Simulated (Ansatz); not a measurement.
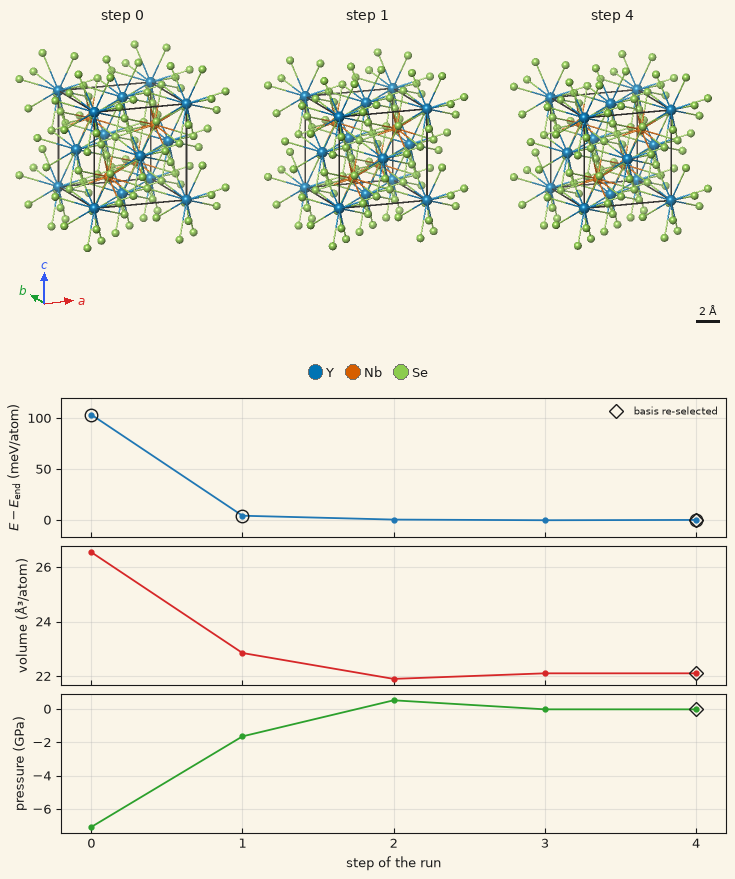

Frames of a relaxation of solid YNbSe₄ (a generated structure, set up in F-43m) (coarse preliminary run), marked on the history of the run. The picture is a ball-and-stick view of the conventional cell (4 times the calculation's cell), seen slightly off an axis. Lengths and directions refer to the drawn axes.

These are results of DFT PBE, scalar-relativistic, plane waves, PAW in Ansatz, not measurements. Settings: plane-wave cutoff 420 eV; k-point mesh 4 × 4 × 4; occupations gaussian; smearing width 0.1 eV; collinear spin; cell and atoms relaxed; force threshold 0.04 eV/Å; at most 70 steps.

### What happens along the run?

After 3 accepted moves (4 points after the start) the energy has fallen by 103 meV per atom. The largest force component goes from 0.018 to 0.027 eV/Å. The pressure goes from −7.08 to −0.03 GPa. At 1 point the geometry stayed and the basis and grid were re-selected for the new cell (energy shift of 0.3 meV per atom at most each time). No atom moves by more than 0.005 Å relative to the cell. The volume changes by −16.7 %, with a = b = c 8.604 → 8.095 Å (−5.9 %). Among the contacts that change: Nb–Y 3.726 → 3.505 Å, Se–Y 3.569 → 3.357 Å, Nb–Se 3.565 → 3.355 Å. The space group stays F-43m (No. 216). The run may lie on a higher electronic state than the lowest, so the end point isn't shown to be the ground-state structure. The run took 2.4 min on 1 thread of Arm Neoverse V2, on a shared host, peak memory 0.65 GiB. From step 0 to 1: volume −13.9 %, energy −99.2 meV per atom. From step 1 to 4: volume −3.3 %, energy −4.1 meV per atom.
